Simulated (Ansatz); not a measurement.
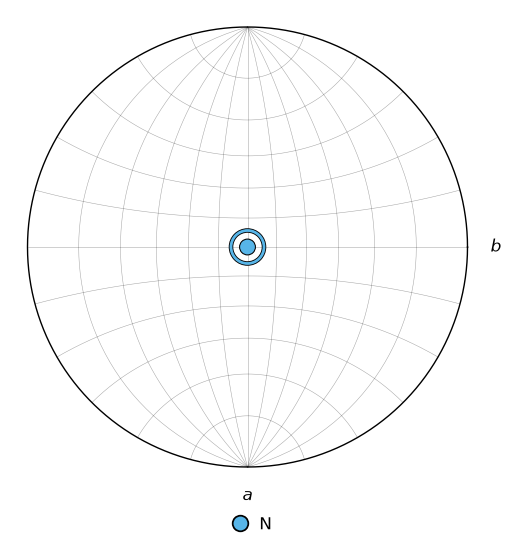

For Y2SbN, coordinates from a relaxation with DFT PBEsol, scalar-relativistic, plane waves, PAW (Ansatz 0.2.0); the starting structure was generated, so it need not be a known form of this composition: directions from one yttrium atom at (1/2, 1/2, 1/2) to its bonded neighbours, in stereographic projection down c (filled: above the plane of the page or in it, open: below). Geometry calculated from the standardised cell; symmetry tolerance 0.002 Å.

Neighbours are counted up to 3.18 Å for N; other elements are left out.

```
CELL_PARAMETERS angstrom
3.96485 0.00000 0.00000
0.00000 3.96485 0.00000
0.00000 0.00000 5.66872
ATOMIC_POSITIONS crystal
Y 0.00000 0.00000 0.00000
Y 0.50000 0.50000 0.50000
Sb 0.00000 0.00000 0.50000
N 0.50000 0.50000 0.00000
```

> How many neighbours are there, and at what angles?

2: 2 N at 2.83 Å. Angles between bonds: 180° (1×).

> What is the site's symmetry in the crystal?

Point group 4/mmm (D4h), order 16: one fourfold axis, four twofold axes, five mirror planes, an inversion centre. In P4/mmm (No. 123) this is Wyckoff position 1d.
